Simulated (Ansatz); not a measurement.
The starting structures come from a database of crystals and need not be the phases stable at ambient conditions.

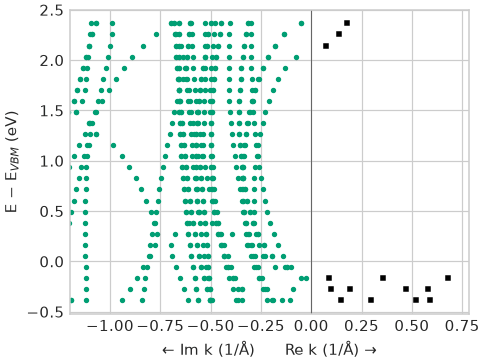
Complex bands at the centre of the two-dimensional zone; PBEsol (Ansatz, an electronic-structure program)

No gap correction and no spin-orbit coupling; mid-gap is the computed energy nearest the middle.

Q: This is Na₂La₂Ti₃O₁₀ (I4/mmm, 17 atoms a cell, 12.7 Å³ an atom, -6 GPa at this level) along the normal of (101). Read off the slowest decay at the centre of the two-dimensional zone at 1.04 eV, the computed energy nearest the middle of the gap.

A: κ ≈ 0.27 1/Å, a decay length 1/(2κ) of the density of 1.9 Å.
